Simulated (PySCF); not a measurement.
```
atom    x (Å)    y (Å)    z (Å)
  Si   2.9176  -0.0718   0.0971
   O   1.3826   0.5629   0.1889
   C   0.1300   0.2525   0.2336
   C  -0.9109   1.1927   0.3139
   C  -2.1968   0.4845   0.3449
   C  -1.7936  -0.9531   0.2741
   C  -0.4495  -1.0643   0.2114
   H   2.8908  -1.5288   0.0534
   H   3.4666   0.5209   1.3167
   H   3.3519   0.5907  -1.1333
   H  -0.7868   2.2608   0.3457
   H  -2.7733   0.7142   1.2481
   H  -2.8504   0.7790  -0.4839
   H  -2.5036  -1.7602   0.2742
   H   0.1211  -1.9721   0.1535
```

Geometry: GFN2-xTB.

The calculation used UKS B3LYP, pcH-1 on C H O Si, non-relativistic, mean-field spin-orbit, GIAO (PySCF).

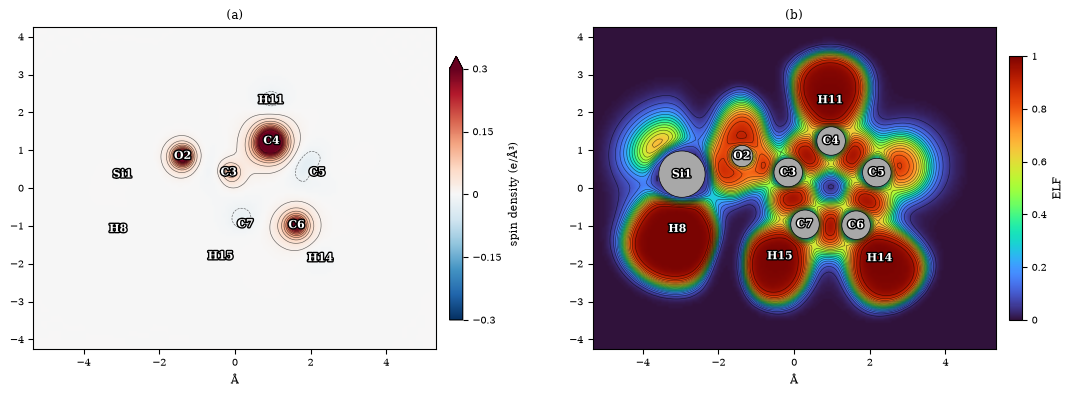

C$_{5}$H$_{8}$OSi (charge +1, doublet). (a) spin density (α minus β); (b) electron localisation function on the plane of atoms C3, C4 and C5. Grey discs cover the atomic cores in the ELF map.

Describe what can be read from this map.

Answer. The section cuts through Si, O, C and H sites.
C–O (1.29 Å): the ELF peaks at about 0.85 between the atoms (a polar covalent bond).
C–C (1.35 Å): the ELF peaks at about 0.95 between the atoms, as expected for a covalent bond.
Si–O (1.66 Å): the ELF peaks at about 0.85 between the atoms (a shared but strongly polarised pair).
C–H (1.07 Å): the ELF climbs to about 1 towards the hydrogen, as it does in any bond to H (a covalent bond by its length).
C–C (1.40 Å): the ELF peaks at about 0.95 between the atoms; a covalent bond.
The ELF also peaks beside O2, away from the bonds: non-bonding electrons, paired or unpaired.
The unpaired spin (1 electron) lies mostly on C4 (about 0.5), C6 (about 0.2), C3 (about 0.1) and O2 (about 0.1), in electrons by Hirshfeld's partition.
